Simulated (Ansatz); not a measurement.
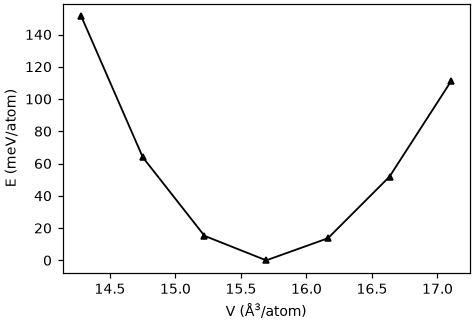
Figure. W (bcc (W type), space group No. 229) under volume change, DFT-PBEsol in the program Ansatz with PAW potentials, scaled uniformly.

What does a third-order Birch–Murnaghan fit give for V₀, B₀ and B′?

V₀ = 15.69 Å³/atom, B₀ = 324 GPa, B′ = 4.1.

Space group Im-3m (bcc (W type)). Symmetry was held in the PBEsol relaxation. The run is not spin-polarised. Spin–orbit coupling is left out wherever it is not named.

Potentials: the later of the program's two PAW sets.
